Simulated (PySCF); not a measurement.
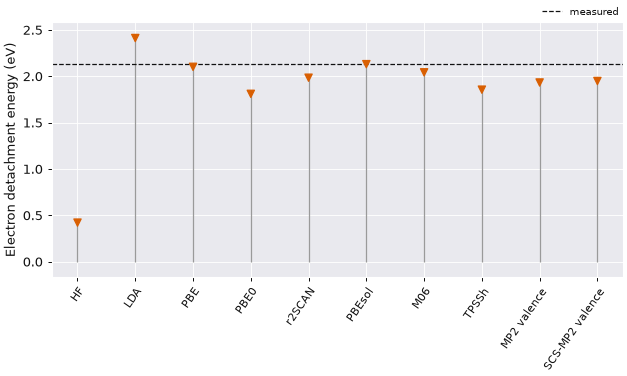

The electron detachment energy of Pt⁻ ([Xe] 4f¹⁴ 5d⁹ 6s² → [Xe] 4f¹⁴ 5d⁹ 6s) across levels of theory. PySCF, aug-cc-pVTZ-PP plus 1 diffuse shell for each l with a 60-electron core potential, unrestricted single determinants, no spin-orbit coupling. Methods marked “valence” freeze 8 core electrons.

How do the methods compare?

Answer. The values run from 0.42 eV (HF) to 2.41 eV (LDA). The measured value is 2.13 eV; nearest to it come PBEsol (+0.00) and PBE (−0.03), furthest HF (−1.71 eV).

```
         Method  Electron detachment energy (eV)
             HF                             0.42
            LDA                             2.41
            PBE                             2.10
           PBE0                             1.81
         r2SCAN                             1.98
         PBEsol                             2.13
            M06                             2.04
          TPSSh                             1.86
    MP2 valence                             1.93
SCS-MP2 valence                             1.95
```

Caveat: highest occupied orbital is unbound; spin-orbit shift not estimated.
